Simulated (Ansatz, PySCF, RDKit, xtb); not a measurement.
**Solving CH5GeO, step by step**

Only the formula CH5GeO is given (odd number of electrons). Aim: find the structure of lowest free energy at 298.15 K, then its properties.

The funnel: GFN2-xTB relaxations, single points with a density functional, relaxations at B3LYP/6-31G*, harmonic vibrations, and a last energy at a higher level. All values are calculated.

6 further runs of the same task are left out: 6 set aside as unsound or not needed.

### 1 Possible bonding patterns

All bonding patterns within simple valence rules are listed by program: one Lewis structure each, at most two rings and one unusual centre or charged pair. O–O, O–halogen and N–halogen bonds and N–N–N chains are not drawn. That gives 10 candidates.

| label | SMILES | spin |
| --- | --- | --- |
| c259 | [CH3][GeH2][O] | doublet |
| c263 | [CH2][GeH-][OH2+] | doublet |
| c427 | [O][CH2][GeH3] | doublet |
| c457 | O[CH][GeH3] | doublet |
| c461 | [CH3][GeH][OH] | doublet |
| c521 | [CH2][OH+][GeH2-] | doublet |
| c706 | [CH2][GeH2][OH] | doublet |
| c873 | O[CH2][GeH2] | doublet |
| c904 | [CH2][O][GeH3] | doublet |
| c981 | C[O][GeH2] | doublet |

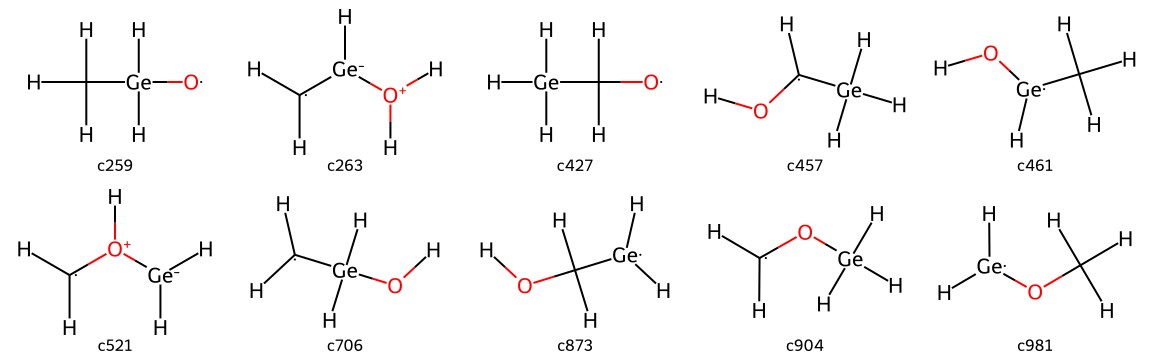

Structural formulas of the candidates.

Candidates are built by distance geometry, with a force field where one applies, in up to four conformers (letters a to d). 10 starts with atoms placed at random are added, to find patterns that the rules miss.

### 2 First filter: tight binding

All 20 starts are relaxed the same way. One of them, c598 (atoms placed at random), in full:

File start.xyz:

```xyz
8
c598
C      1.219740    -0.812710    -0.871700
Ge     1.233640     0.830100     0.018830
O     -0.882950     0.983840     1.548610
H      1.592610    -0.412010     1.654660
H      0.253060     1.360450     1.834200
H      0.039930     0.210300    -1.683280
H      0.580110    -0.315630     0.457150
H      1.848690    -0.449320    -0.044290
```

Run with:

```console
$ xtb start.xyz --gfn 2 --opt --uhf 1
```

What it wrote, cut to the lines that bear on the results:

```text
* xtb version 6.7.1
[...]
          :  # basis functions                  23          :
[...]
          :  # electrons                        19          :
[...]
          :  Hamiltonian                  GFN2-xTB          :
[...]
          :  net charge                          0          :
          :  unpaired electrons                  1          :
[...]
   *** convergence criteria satisfied after 35 iterations ***
[...]
   *** GEOMETRY OPTIMIZATION CONVERGED AFTER 42 ITERATIONS ***
[...]
   *** convergence criteria satisfied after 3 iterations ***
[...]
         ::                     SUMMARY                     ::
         :::::::::::::::::::::::::::::::::::::::::::::::::::::
         :: total energy             -10.660523492424 Eh    ::
         :: gradient norm              0.001012126908 Eh/a0 ::
         :: HOMO-LUMO gap              6.038664075287 eV    ::
         ::.................................................::
         :: SCC energy               -10.739922176757 Eh    ::
         :: -> isotropic ES            0.018671217862 Eh    ::
         :: -> anisotropic ES          0.001350499140 Eh    ::
         :: -> anisotropic XC          0.003055265109 Eh    ::
         :: -> dispersion             -0.003273801136 Eh    ::
         :: repulsion energy           0.079398684333 Eh    ::
         :: add. restraining           0.000000000000 Eh    ::
         :: total charge               0.000000000000 e     ::
         :::::::::::::::::::::::::::::::::::::::::::::::::::::
[...]
        10        1.0000           -0.3329214              -9.0593 (HOMO)
        11                         -0.1110046              -3.0206 (LUMO)
[...]
     #   Z          covCN         q      C6AA      α(0)
     1   6          3.646    -0.149    23.753     7.004
     2  32          2.522     0.252   218.025    28.983
     3   8          1.584    -0.481    22.541     6.407
     4   1          0.872    -0.076     4.825     3.439
     5   1          0.807     0.297     0.730     1.342
     6   1          0.925     0.055     2.264     2.353
     7   1          0.925     0.061     2.187     2.313
     8   1          0.925     0.042     2.418     2.432
[...]
     #   Z sym  total        # sym  WBO       # sym  WBO       # sym  WBO
 ---------------------------------------------------------------------------
     1   6      3.945 --     8      0.974     6      0.969     7      0.963
                             2      0.877     4      0.112
     2  32      2.981 --     3      1.205     1      0.877     4      0.804
     3   8      2.190 --     2      1.205     5      0.887
     4   1      0.969 --     2      0.804     1      0.112
     5   1      0.912 --     3      0.887
     6   1      0.997 --     1      0.969
     7   1      0.996 --     1      0.963
     8   1      0.998 --     1      0.974
 ---------------------------------------------------------------------------
[...]
molecular dipole:
                 x           y           z       tot (Debye)
 q only:        0.344       0.189      -0.027
   full:        0.203       0.142      -0.050       0.642
molecular quadrupole (traceless):
[...]
          | TOTAL ENERGY              -10.660523492424 Eh   |
          | GRADIENT NORM               0.001012126908 Eh/α |
          | HOMO-LUMO GAP               6.038664075287 eV   |
           -------------------------------------------------
[...]
```

It took 0.09 s on 1 thread of Arm Neoverse V2, shared host.

### 3 What the search left

20 of the 20 relaxations converged; 4 ended on a minimum already found. 16 distinct structures remain:

| label | start | SMILES after | spin | energy (kcal/mol) | note |
| --- | --- | --- | --- | --- | --- |
| c461a | drawn and random | [CH3][GeH][OH] | doublet | 0.0 |  |
| c554 | random | [CH3][GeH][OH] | doublet | 0.2 |  |
| c981a | drawn | C[O][GeH2] | doublet | 11.9 |  |
| c206 | random | O[CH2][GeH2] | doublet | 32.3 |  |
| c873a | drawn | O[CH2][GeH2] | doublet | 33.7 |  |
| c706a | drawn and random | [CH2][GeH2][OH] | doublet | 34.7 |  |
| c904a | drawn | [CH2][O][GeH3] | doublet | 35.2 |  |
| c259a | drawn | [CH3][GeH2][O] | doublet | 39.6 |  |
| c280 | random | O[CH][GeH3] | doublet | 47.2 |  |
| c263a | drawn and random | O.[CH2][GeH] | doublet | 47.6 | fell apart |
| c427a | drawn | [O][CH2][GeH3] | doublet | 48.1 |  |
| c457a | drawn | O[CH][GeH3] | doublet | 48.7 |  |
| c664 | random | [CH2]O.[GeH2] | doublet | 49.4 | loosely bound |
| c521a | drawn | [CH2]O.[GeH2] | doublet | 49.7 | loosely bound |
| c544 | random | O[CH][GeH].[H][H] | doublet | 62.7 | fell apart |
| c208 | random | [C][O].[GeH3].[H][H] ‡ | doublet | 92.1 | fell apart |

‡ marks the bonded skeleton alone, with all bonds drawn single: no Lewis structure was assigned that passes a check against the bond lengths.

GFN2-xTB has no spin polarisation, so it can't rank spin states and is rough for open shells.

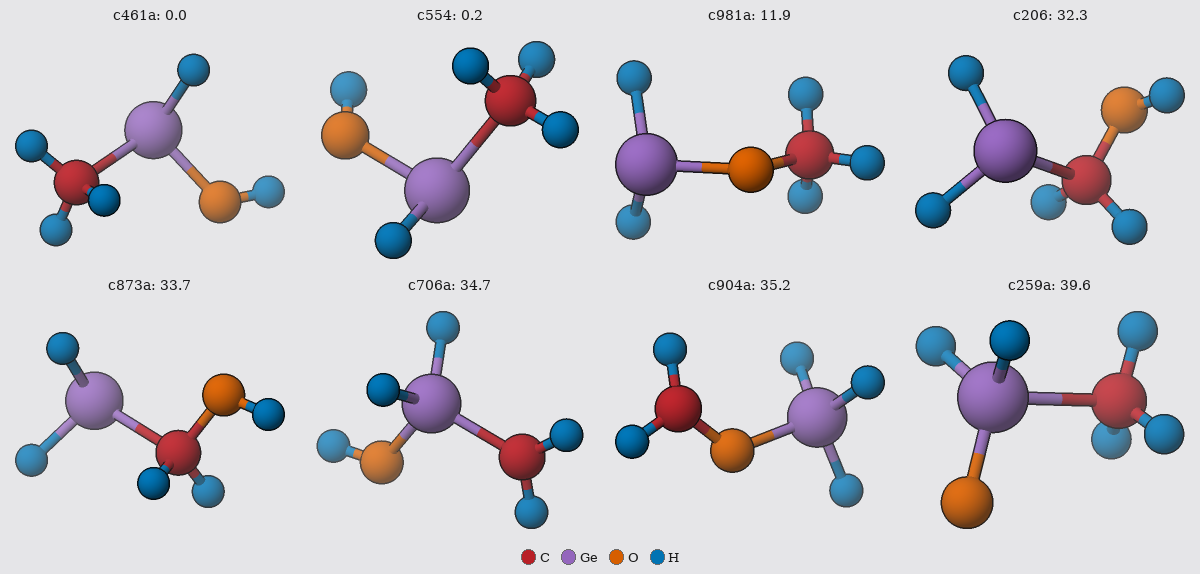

The 8 lowest minima that did not fall apart, with their GFN2-xTB energies in kcal/mol.

### 4 Second filter: single points

A choice of the minima (the low ones first, few conformers of a pattern, up to a cap) and the lowest that fell apart get a single point at r2SCAN-D4/def2-SVP on the tight-binding geometry, and one at HF/STO-3G for comparison. The first, c461a:

File input.yaml:

```yaml
crystal:
  periodic: [false, false, false]
  atoms:
    - {symbol: C, position_ang: [0.578752, 0.536199, 0.326297]}
    - {symbol: Ge, position_ang: [1.450327, 1.776616, 1.686775]}
    - {symbol: O, position_ang: [-0.001353, 2.723048, 2.121077]}
    - {symbol: H, position_ang: [0.089270, 1.175357, -0.400142]}
    - {symbol: H, position_ang: [1.320432, -0.088639, -0.158783]}
    - {symbol: H, position_ang: [-0.159241, -0.084784, 0.821878]}
    - {symbol: H, position_ang: [2.317177, 2.878662, 0.842888]}
    - {symbol: H, position_ang: [0.092198, 3.528996, 2.621359]}
basis:
  gaussian: {orbitals: def2-SVP}
magnetization: {spin_polarized: true, initial_magnetization: 1}
hamiltonian: {xc: {name: r2SCAN}, dispersion: d4}
scf: {lower_state_search: off}
```

Run with:

```console
$ ansatz run input.yaml --threads 1 --pin off --max-ram 2610MiB --events-out events.jsonl --progress --plain --runs-dir runs
```

What it wrote, cut to the lines that bear on the results:

```text
Warning: RAYON_NUM_THREADS=1 ignored (pool sized by the plan → 1); use --threads N
Functional definition: r2SCAN
  name "r2SCAN"
[...]
942 factors; their error is unknown
[...]
mean field -59671.76829662 eV, -2192.8970379234 hartree, gradient 4.6e-6 eV, S^2 0.752951; 0 other end points of the search recorded, 0 dependent functions left out
reference -59671.76830729 eV, -2192.8970383157 hartree; 26, 25 occupied and 59, 60 virtual orbitals, 942 factors
Total energy: -59671.79643848 eV, -2192.8980721177 hartree
Checks for a lower state left out: stability, starts, cluster_reference, orbital_swaps, neighbouring_geometries, increment
```

Wall time 3.6 s (1 thread of Arm Neoverse V2, shared host).

Relative energies in kcal/mol, each column from its lowest structure that stays in one piece:

| label | SMILES | spin | GFN2-xTB | HF/STO-3G | r2SCAN-D4/def2-SVP |
| --- | --- | --- | --- | --- | --- |
| c461a | [CH3][GeH][OH] | doublet | 0.0 | 15.8 | 0.0 |
| c554 | [CH3][GeH][OH] | doublet | 0.2 | 14.1 | 0.7 |
| c706a | [CH2][GeH2][OH] | doublet | 34.7 | 10.0 | 18.0 |
| c981a | C[O][GeH2] | doublet | 11.9 | 26.5 | 21.1 |
| c904a | [CH2][O][GeH3] | doublet | 35.2 | 9.7 | 28.6 |
| c206 | O[CH2][GeH2] | doublet | 32.3 | 36.9 | 31.4 |
| c873a | O[CH2][GeH2] | doublet | 33.7 | 32.9 | 32.2 |
| c259a | [CH3][GeH2][O] | doublet | 39.6 | 0.0 | 38.5 |
| c263a | O.[CH2][GeH] | doublet | 47.6 | 76.7 | 44.3 |

### 5 Relaxing the best candidates

3 candidates are relaxed at B3LYP/6-31G* (chosen among the lowest in one piece). The first, c461a:

File input.yaml:

```yaml
crystal:
  periodic: [false, false, false]
  atoms:
    - symbol: C
      position_ang: [0.578752, 0.536199, 0.326297]
    - symbol: Ge
      position_ang: [1.450327, 1.776616, 1.686775]
    - symbol: O
      position_ang: [-0.001353, 2.723048, 2.121077]
    - symbol: H
      position_ang: [0.089270, 1.175357, -0.400142]
    - symbol: H
      position_ang: [1.320432, -0.088639, -0.158783]
    - symbol: H
      position_ang: [-0.159241, -0.084784, 0.821878]
    - symbol: H
      position_ang: [2.317177, 2.878662, 0.842888]
    - symbol: H
      position_ang: [0.092198, 3.528996, 2.621359]
basis:
  gaussian: {orbitals: 6-31G_st_-spherical.json}
magnetization: {spin_polarized: true, initial_magnetization: 1}
hamiltonian: {xc: {name: B3LYP}}
relax: {f_tol: 0.003}
```

The basis set 6-31G* is read from a file made from the Basis Set Exchange's data (not shown).

Run with:

```console
$ ansatz run input.yaml --threads 1 --pin off --max-ram 2610MiB --events-out events.jsonl --progress --plain --runs-dir runs
```

What it wrote, cut to the lines that bear on the results:

```text
Warning: RAYON_NUM_THREADS=1 ignored (pool sized by the plan → 1); use --threads N
[...]
Functional definition: B3LYP
  name "B3LYP"
[...]
808 factors; integrals over basis functions are off by at most 4.0e-4 eV
[...]
mean field -59676.43584138 eV, -2193.0685670295 hartree, gradient 2.2e-5 eV, S^2 0.752281; 0 other end points of the search recorded, 0 dependent functions left out
[...]
reference -59676.43604973 eV, -2193.0685746864 hartree; 26, 25 occupied and 44, 45 virtual orbitals, 808 factors
relax step   1: F+E_penalty+E_count = -59676.43584138 eV  Δ(F+E_penalty+E_count) = +0.000e0 eV  max|allowed force component| = 1.258e0 eV/Å  Δτ_max = 0.0000 Å  (30 SCF iters, accepted)
[...]
relax step   4: F+E_penalty+E_count = -59676.56755978 eV  Δ(F+E_penalty+E_count) = -1.973e-2 eV  max|allowed force component| = 2.335e-1 eV/Å  Δτ_max = 0.0841 Å  (27 SCF iters, accepted)
[...]
reference -59676.57478271 eV, -2193.0736730293 hartree; 26, 25 occupied and 44, 45 virtual orbitals, 808 factors
Total energy: -59676.57478271 eV, -2193.0736730293 hartree
Atom 0 at     0.579798     0.540508     0.312901 Å, force    -0.000198    -0.000346    -0.001556 eV/Å
Atom 1 at     1.352501     1.820289     1.611384 Å, force    -0.000395     0.000427     0.000920 eV/Å
Atom 2 at    -0.088456     2.775631     2.170498 Å, force     0.001755    -0.000077    -0.000162 eV/Å
Atom 3 at     0.046928     1.107550    -0.457206 Å, force     0.000373    -0.000675     0.000667 eV/Å
Atom 4 at     1.375620    -0.049320    -0.150108 Å, force    -0.000722     0.000680     0.000576 eV/Å
Atom 5 at    -0.120124    -0.128074     0.819137 Å, force     0.000346     0.000446    -0.000170 eV/Å
Atom 6 at     2.344557     2.819958     0.887800 Å, force    -0.000330    -0.000269    -0.000149 eV/Å
Atom 7 at     0.196739     3.558912     2.666943 Å, force    -0.000829    -0.000186    -0.000126 eV/Å
Dipole moment:     0.197565     0.020964    -0.041753 e Å
```

Wall time 53 s (1 thread of Arm Neoverse V2, shared host).

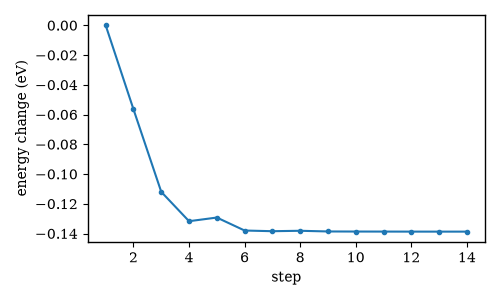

Energy along the run, all evaluated steps.

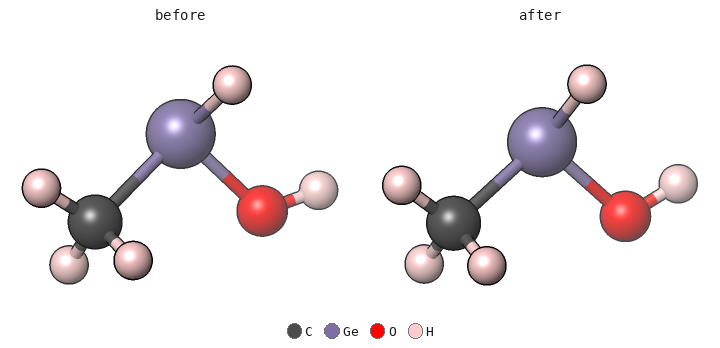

Before and after, at one scale.

After the run. Bond lengths: C1–Ge2 1.980 Å, Ge2–O3 1.817 Å, C1–H4 1.095 Å, C1–H5 1.093 Å, C1–H6 1.092 Å, Ge2–H7 1.583 Å, O3–H8 0.970 Å. Angles: C1–Ge2–O3 103.4°, C1–Ge2–H7 110.7°, O3–Ge2–H7 107.8°, Ge2–C1–H4 108.4°, Ge2–C1–H5 110.0°, Ge2–C1–H6 110.0°, Ge2–O3–H8 110.4°, H4–C1–H5 109.6°, H4–C1–H6 109.3°, H5–C1–H6 109.4°.

### 6 The relaxed candidates

| label | spin | r2SCAN-D4/def2-SVP (kcal/mol) | B3LYP/6-31G*, relaxed (kcal/mol) | time |
| --- | --- | --- | --- | --- |
| c461a | doublet | 0.0 | 0.0 | 53 s |
| c554 | doublet | 0.7 | 0.3 | 45 s |
| c706a | doublet | 18.0 | 23.8 | 2.2 min |

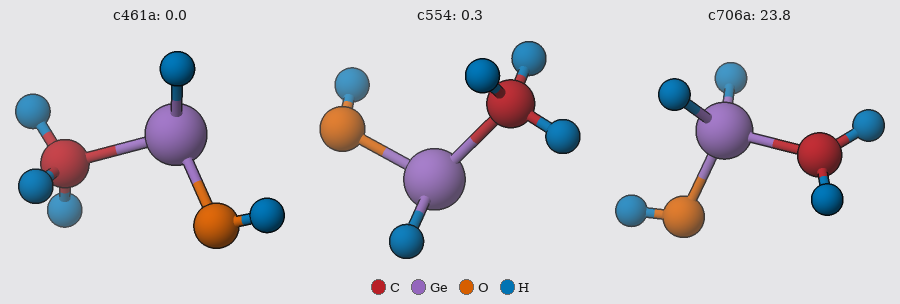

The relaxed structures, with energies at B3LYP/6-31G* in kcal/mol.

### 7 Are they minima? Harmonic frequencies

The lowest few in one piece go on as finalists. Harmonic vibrations at B3LYP/6-31G* test each finalist and give the zero-point energy and the thermal terms. The first, c461a:

File input.yaml:

```yaml
crystal:
  periodic: [false, false, false]
  atoms:
    - symbol: C
      position_ang: [0.579798, 0.540508, 0.312901]
    - symbol: Ge
      position_ang: [1.352501, 1.820289, 1.611384]
    - symbol: O
      position_ang: [-0.088456, 2.775631, 2.170498]
    - symbol: H
      position_ang: [0.046928, 1.107550, -0.457206]
    - symbol: H
      position_ang: [1.375620, -0.049320, -0.150108]
    - symbol: H
      position_ang: [-0.120124, -0.128074, 0.819137]
    - symbol: H
      position_ang: [2.344557, 2.819958, 0.887800]
    - symbol: H
      position_ang: [0.196739, 3.558912, 2.666943]
basis:
  gaussian:
    orbitals: 6-31G_st_-spherical.json
magnetization:
  spin_polarized: true
  initial_magnetization: 1
hamiltonian:
  xc: {name: B3LYP}
scf:
  lower_state_search: off
phonons: {}
```

The basis set 6-31G* is read from a file made from the Basis Set Exchange's data (not shown).

Run with:

```console
$ ansatz run input.yaml --threads 1 --pin off --max-ram 2610MiB --events-out events.jsonl --progress --plain --runs-dir runs
```

What it wrote, cut to the lines that bear on the results:

```text
Warning: RAYON_NUM_THREADS=1 ignored (pool sized by the plan → 1); use --threads N
[... 2 set-up lines as earlier in the session ...]
[...]
808 factors; integrals over basis functions are off by at most 4.1e-4 eV
[...]
mean field -59676.57456695 eV, -2193.0736651003 hartree, gradient 3.6e-6 eV, S^2 0.751720; 0 other end points of the search recorded, 0 dependent functions left out
[...]
reference -59676.57477763 eV, -2193.0736728425 hartree; 26, 25 occupied and 44, 45 virtual orbitals, 808 factors
[...]
808 factors; integrals over basis functions are off by at most 4.1e-4 eV
mean field -59676.57441348 eV, -2193.0736594604 hartree, gradient 2.0e-6 eV, S^2 0.751719; 0 other end points of the search recorded, 0 dependent functions left out
[...]
reference -59676.57462414 eV, -2193.0736672020 hartree; 26, 25 occupied and 44, 45 virtual orbitals, 808 factors
[...]
Atom 1 at     1.352501     1.820289     1.611384 Å, force    -0.000429     0.000294     0.000828 eV/Å
Atom 2 at    -0.088456     2.775631     2.170498 Å, force     0.001734    -0.000031    -0.000118 eV/Å
Atom 3 at     0.046928     1.107550    -0.457206 Å, force     0.000392    -0.000651     0.000668 eV/Å
Atom 4 at     1.375620    -0.049320    -0.150108 Å, force    -0.000727     0.000674     0.000578 eV/Å
Atom 5 at    -0.120124    -0.128074     0.819137 Å, force     0.000364     0.000439    -0.000164 eV/Å
Atom 6 at     2.344557     2.819958     0.887800 Å, force    -0.000338    -0.000220    -0.000129 eV/Å
Atom 7 at     0.196739     3.558912     2.666943 Å, force    -0.000819    -0.000149    -0.000130 eV/Å
Dipole moment:     0.197566     0.020963    -0.041753 e Å
Vibrations: 91.78 187.01 266.87 531.33 556.83 649.82 659.73 790.24 857.50 936.36 1277.84 1482.93 1493.21 1919.47 3062.15 3149.56 3165.01 3759.95 cm⁻¹, zero-point energy 1.539735 eV
Checks for a lower state left out: stability, starts, cluster_reference, orbital_swaps, neighbouring_geometries, increment
```

Run time: 1.9 min. Hardware: 1 thread of Arm Neoverse V2, shared host.

### 8 Zero-point energy and free-energy terms

At 298.15 K and 1 atm, ideal gas, rigid rotor and harmonic oscillator:

| label | SMILES | spin | point group | lowest mode (cm⁻¹) | zero-point (kcal/mol) | G − E (kcal/mol) |
| --- | --- | --- | --- | --- | --- | --- |
| c461a | [CH3][GeH][OH] | doublet | C1 | 92 | 35.5 | 16.7 |
| c554 | [CH3][GeH][OH] | doublet | C1 | 109 | 35.6 | 16.8 |
| c706a | [CH2][GeH2][OH] | doublet | C1 | 54 | 32.2 | 12.9 |

Chiral structures get −RT ln 2 for their mirror image.

### 9 Last filter: a higher level

Each finalist gets a single point at CCSD(T)/def2-SVP + MP2/def2-TZVPP - MP2/def2-SVP.

c461a, CCSD(T)/def2-SVP:

input.yaml, as its differences from that of step 7:

```diff
@@ -1 +1,3 @@
+basis:
+  gaussian: {orbitals: def2-SVP}
 crystal:
@@ -19,12 +21,4 @@
       position_ang: [0.196739, 3.558912, 2.666943]
-basis:
-  gaussian:
-    orbitals: 6-31G_st_-spherical.json
-magnetization:
-  spin_polarized: true
-  initial_magnetization: 1
-hamiltonian:
-  xc: {name: B3LYP}
-scf:
-  lower_state_search: off
-phonons: {}
+correlation: {method: ccsd_t, frozen_orbitals: {H: 0, O: 1, Ge: 9, C: 1}}
+magnetization: {spin_polarized: true, initial_magnetization: 1}
+scf: {omitted_lower_state_checks: [cluster_reference]}
```

Run with:

```console
$ ansatz run input.yaml --threads 1 --pin off --max-ram 2610MiB --events-out events.jsonl --progress --plain --runs-dir runs
```

What it wrote, cut to the lines that bear on the results:

```text
Warning: RAYON_NUM_THREADS=1 ignored (pool sized by the plan → 1); use --threads N
Functional definition: HF
  name "HF"
[...]
848 factors; integrals over basis functions are off by at most 1.0e-3 eV
[...]
mean field -59610.44412116 eV, -2190.6434160423 hartree, gradient 2.1e-6 eV, S^2 0.754466; 0 other end points of the search recorded, 0 dependent functions left out
11 core orbitals not correlated: weight in the atoms' cores, before any rotation towards them, 1.000 or more for the frozen orbitals, at most 0.000 for the correlated occupied ones
reference -59610.44412116 eV, -2190.6434160423 hartree; 15, 14 occupied and 59, 60 virtual orbitals, 848 factors
second order -15.02715975 eV of doubles, -0.00000000 eV of singles
cycle   1  -15.12031303 eV  change   -9.3e-2 eV  update   9.5e-2
[...]
cycle  11  -15.65789130 eV  change   -2.6e-5 eV  update   1.7e-5
perturbative correction -0.41647594 eV, -0.0153052086 hartree
Total energy: -59626.51848840 eV, -2191.2341381428 hartree
Checks for a lower state left out: cluster_reference
```

Run time: 21 s. Hardware: 1 thread of Arm Neoverse V2, shared host.

### 10 c461a at MP2/def2-TZVPP

File input.yaml:

```yaml
basis:
  gaussian:
    orbitals: def2-TZVPP
crystal:
  periodic: [false, false, false]
  atoms:
    - {symbol: C, position_ang: [0.579798, 0.540508, 0.312901]}
    - {symbol: Ge, position_ang: [1.352501, 1.820289, 1.611384]}
    - {symbol: O, position_ang: [-0.088456, 2.775631, 2.170498]}
    - {symbol: H, position_ang: [0.046928, 1.107550, -0.457206]}
    - {symbol: H, position_ang: [1.375620, -0.049320, -0.150108]}
    - {symbol: H, position_ang: [-0.120124, -0.128074, 0.819137]}
    - {symbol: H, position_ang: [2.344557, 2.819958, 0.887800]}
    - {symbol: H, position_ang: [0.196739, 3.558912, 2.666943]}
magnetization:
  spin_polarized: true
  initial_magnetization: 1
correlation:
  method: mp2
  frozen_orbitals: {H: 0, O: 1, Ge: 9, C: 1}
```

Run with:

```console
$ ansatz run input.yaml --threads 1 --pin off --max-ram 2610MiB --events-out events.jsonl --progress --plain --runs-dir runs
```

What it wrote:

```text
Warning: RAYON_NUM_THREADS=1 ignored (pool sized by the plan → 1); use --threads N
[... 2 set-up lines as earlier in the session ...]
  exchange = exact_x
  correlation = 0
1087 factors; integrals over basis functions are off by at most 7.6e-4 eV
mean field evaluation 1: about -59617.4987 eV, gradient 3.0e1 eV
mean field evaluation 2: about -59617.5020 eV, gradient 3.0e1 eV
mean field evaluation 4: about -59621.5144 eV, gradient 3.1e0 eV
mean field evaluation 8: about -59621.6172 eV, gradient 1.6e-1 eV
mean field -59621.61799324 eV, -2191.0540482674 hartree, gradient 4.0e-6 eV, S^2 0.755476; 0 other end points of the search recorded, 0 dependent functions left out
11 core orbitals not correlated: weight in the atoms' cores, before any rotation towards them, 1.000 or more for the frozen orbitals, at most 0.000 for the correlated occupied ones
reference -59621.61799324 eV, -2191.0540482674 hartree; 15, 14 occupied and 154, 155 virtual orbitals, 1087 factors
second order -18.03971753 eV of doubles, -0.00000000 eV of singles
Total energy: -59639.65771077 eV, -2191.7169956590 hartree
```

Run time: 6.3 s. Hardware: 1 thread of Arm Neoverse V2, shared host.

[end of part 1 of 2]
